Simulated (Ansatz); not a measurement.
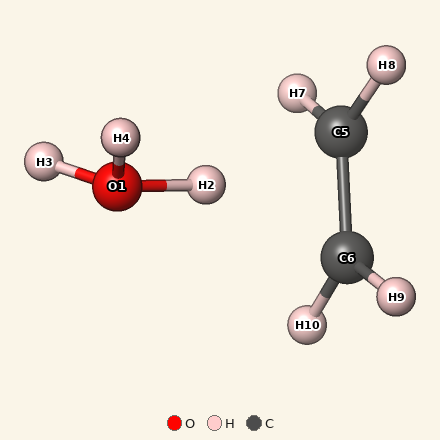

The system is the pair H₃O···C₂H₄, charge +1; the picture shows the reference structure. The turn is about an axis along (−0.58, 0.81, 0.06) in the frame of the relaxed pair, normal to the line between the partners. First axis: distance C5···H2. Second axis: turn of O1, H2, H3, H4 about its own atom H2. The grid has 9 × 8 points. At 9 points there is no value (left out of the scan, as a rule where atoms come close). Points are written as (first, second). Energies are in kJ/mol, from the ion and the molecule far apart, frozen as in the relaxed pair, each in its own basis (no counterpoise correction). Energies and slopes of some neighbouring points disagree (a jump in structure or state, or too coarse a mesh). All numbers below come from Ansatz 0.2.0, RKS PBE0-D4/def2-TZVPD.

Its coordinates:

```xyz
10

O    -0.6255   -0.3274   -1.5541
H    -0.2250   -0.1174   -0.5626
H    -0.0138   -0.8303   -2.1189
H    -0.9383    0.4667   -2.0204
C     0.7955    0.5050    0.7839
C    -0.2073   -0.2415    1.2626
H     1.7673    0.0731    0.5612
H     0.6985    1.5816    0.6744
H    -1.1596    0.1989    1.5435
H    -0.0916   -1.3084    1.4303
```

Range: distance C5···H2 from 1.512 to 3.512 Å; turn of O1, H2, H3, H4 about its own atom H2 from −180 to 135°.

Question: What will the energy surface look like?

Answer: The lowest grid point is at (1.800 Å, 0°), −122 kJ/mol from the ion and the molecule far apart, frozen as in the relaxed pair, each in its own basis (no counterpoise correction). The highest grid point, (2.019 Å, −180°), lies 3660 kJ/mol above the lowest. At the highest point the unbonded atoms O1···C5 come to 1.03 Å, against 2.86 Å at the lowest; the sum of their van der Waals radii is about 3.3 Å.

```csv
"second ↓, first →",1.512,1.621,1.800,2.019,2.270,2.548,2.849,3.171,3.512
135,–,–,–,1672,843,441,180,50,−1
90,528,418,270,130,34,−13,−30,−30,−26
45,−16,−47,−76,−88,−84,−71,−56,−42,−30
0,−102,−115,−122,−116,−100,−81,−61,−45,−32
−45,−35,−58,−78,−85,−81,−70,−56,−44,−33
−90,556,437,278,140,44,−10,−35,−42,−40
−135,–,–,–,2011,1215,625,235,43,−34
−180,–,–,–,3538,2309,1457,674,230,39
```

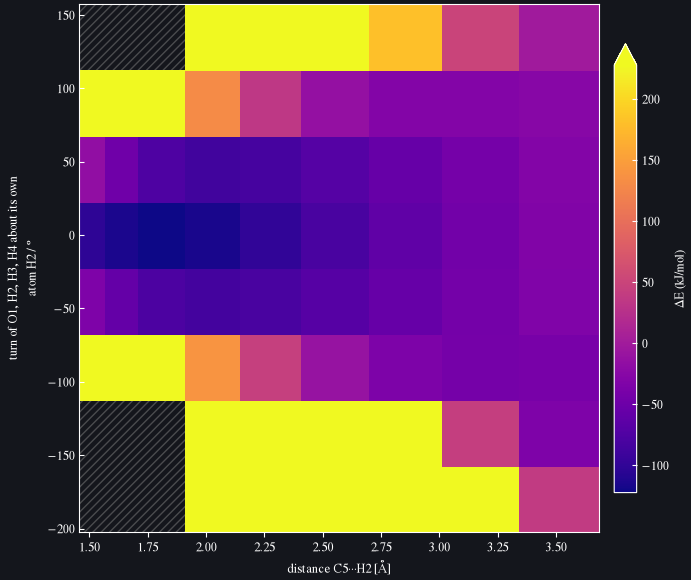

The picture shows one coloured cell a grid point, one colour for all values above the top of the scale, hatched blanks where no value was computed.

Each point was launched as `ansatz run input.yaml --threads 1 --pin off --max-ram 2560MiB --backend cpu --events-out ev --progress --plain --runs-dir out`. The whole map (63 points run) took 7.2 min on 1 thread of Arm Neoverse V2 (shared host).
